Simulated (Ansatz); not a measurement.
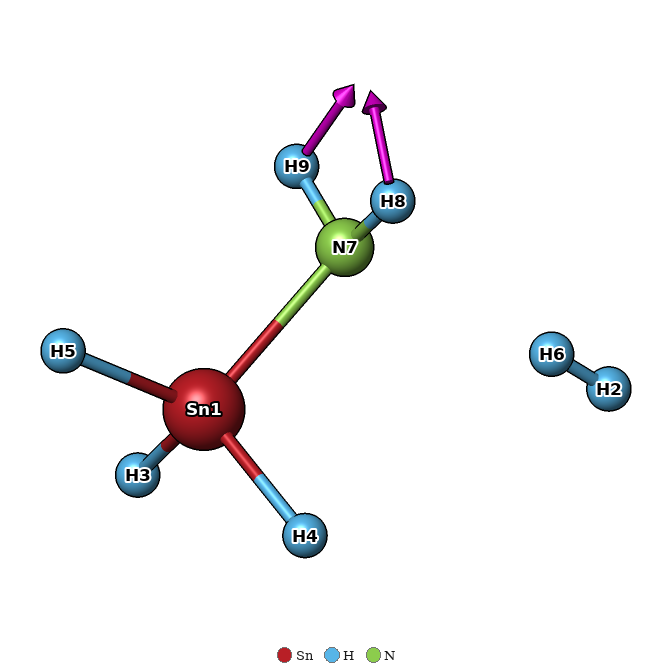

The arrows show one normal mode. Harmonic vibrations computed with RKS PBE0-D4/def2-TZVP, core potentials on Sn (Ansatz 0.2.0) at a stationary point of the same level.

Question: What kind of motion is it?

Answer: Mostly H–N–H bending.

Question: Estimate its harmonic wavenumber.

Answer: 1571 cm⁻¹; it is mode 15 of 21 counted from the lowest.
